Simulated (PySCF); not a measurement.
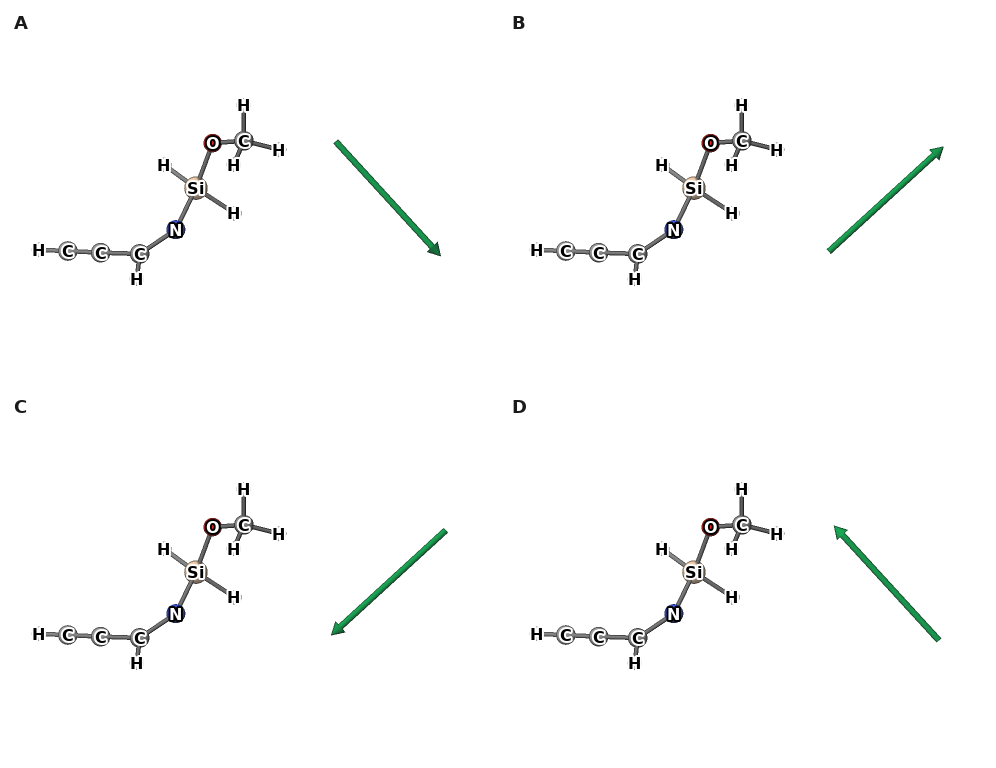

The same molecule four times, each with an arrow. Computed geometry: GFN2-xTB optimisation. No frequency run is at hand to confirm it as a minimum. Method: PBE0/pcSseg-1, gas phase (PySCF 2.14.0).

> Which arrow points along the dipole moment, from the negative to the positive end?

C. The dipole moment is 1.43 D.

The geometry is semi-empirical. Around Si such bond lengths and angles can be off by a tenth of an ångström or more and by several degrees, and values that hang on the shape move with them.
